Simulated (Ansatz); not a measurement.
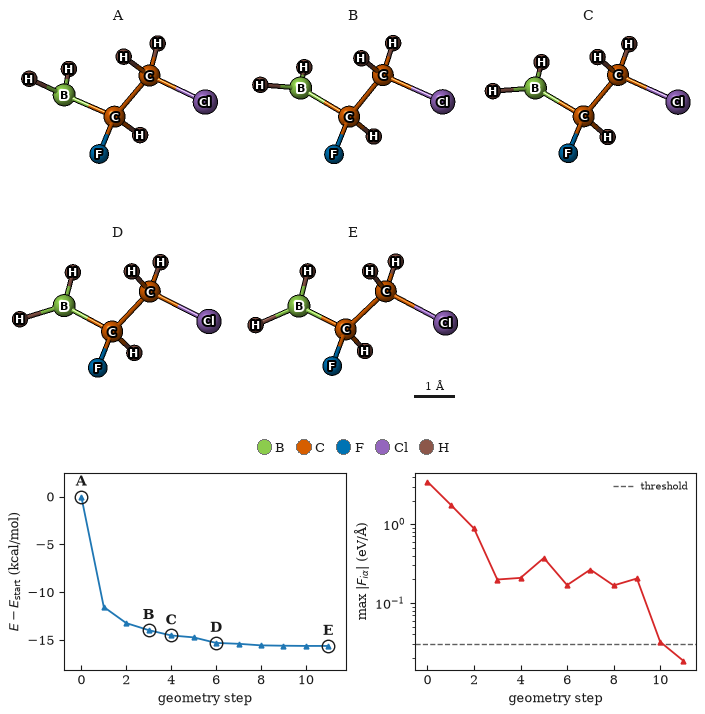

Frames of a relaxation of C$_{2}$H$_{5}$BClF (coarse preliminary run), marked on the history of the run. The picture is a ball-and-stick view, seen at a tilt.

The start comes from a force field.

Level of theory: RKS PBE-D4/def2-SVP (Ansatz 0.2.0).

The input:
```yaml
crystal:
  periodic: [false, false, false]
  atoms:
    - {symbol: B, position_ang: [-1.239300, -0.855000, -0.274700]}
    - {symbol: C, position_ang: [0.261000, -0.588100, -0.012200]}
    - {symbol: F, position_ang: [0.584200, -1.258200, 1.130200]}
    - {symbol: C, position_ang: [0.656400, 0.912900, 0.133400]}
    - {symbol: Cl, position_ang: [2.334300, 1.131300, 0.362000]}
    - {symbol: H, position_ang: [-2.044900, -0.626600, 0.603900]}
    - {symbol: H, position_ang: [-1.674800, -0.579200, -1.365400]}
    - {symbol: H, position_ang: [0.876700, -0.989300, -0.870900]}
    - {symbol: H, position_ang: [0.046400, 1.345200, 1.052400]}
    - {symbol: H, position_ang: [0.283100, 1.456000, -0.755800]}
basis:
  gaussian: {orbitals: def2-SVP}
hamiltonian: {xc: pbe, dispersion: d4}
relax: {f_tol: 0.03, max_steps: 200}
```

Launched with:
```bash
ansatz run in.yaml --threads 4 --pin off --events-out ev --progress --plain --max-ram 10444MiB
```

**Describe the path.**

The atom that moves furthest after the best rigid fit is H6 (0.99 Å). By element the largest moves are H 0.99 Å, F 0.28 Å, C 0.23 Å, Cl 0.22 Å, B 0.15 Å. Near-neighbour distances that change, for instance: C4–Cl5 1.707 → 1.804 Å, C4–H9 1.185 → 1.107 Å, C2–C4 1.559 → 1.520 Å, C2–F3 1.363 → 1.389 Å. Among the angles between lasting bonds that change: B1–C2–H8 109.8° → 97.5°, H6–B1–H7 111.8° → 120.6°, B1–C2–F3 106.7° → 115.3°. The energy falls by 15.6 kcal/mol in 11 geometry steps. The largest force component goes from 3.5 to 0.018 eV/Å. From step 0 to 3: H6 moves most (0.19 Å), energy −14.0 kcal/mol. From step 3 to 4: H6 moves most (0.19 Å), energy −0.55 kcal/mol. From step 4 to 6: H6 moves most (0.39 Å), energy −0.78 kcal/mol. From step 6 to 11: H6 moves most (0.24 Å), energy −0.32 kcal/mol.

```json
{"step": "0", "E − E(0), kcal/mol": "0.00", "largest force component, eV/Å": "3.4673"}
{"step": "1", "E − E(0), kcal/mol": "-11.54", "largest force component, eV/Å": "1.7674"}
{"step": "2", "E − E(0), kcal/mol": "-13.22", "largest force component, eV/Å": "0.8837"}
{"step": "3", "E − E(0), kcal/mol": "-13.96", "largest force component, eV/Å": "0.1990"}
{"step": "4", "E − E(0), kcal/mol": "-14.52", "largest force component, eV/Å": "0.2086"}
{"step": "5", "E − E(0), kcal/mol": "-14.72", "largest force component, eV/Å": "0.3736"}
{"step": "6", "E − E(0), kcal/mol": "-15.30", "largest force component, eV/Å": "0.1690"}
{"step": "7", "E − E(0), kcal/mol": "-15.39", "largest force component, eV/Å": "0.2661"}
{"step": "8", "E − E(0), kcal/mol": "-15.55", "largest force component, eV/Å": "0.1673"}
{"step": "9", "E − E(0), kcal/mol": "-15.59", "largest force component, eV/Å": "0.2050"}
{"step": "10", "E − E(0), kcal/mol": "-15.61", "largest force component, eV/Å": "0.0322"}
{"step": "11", "E − E(0), kcal/mol": "-15.61", "largest force component, eV/Å": "0.0185"}
```
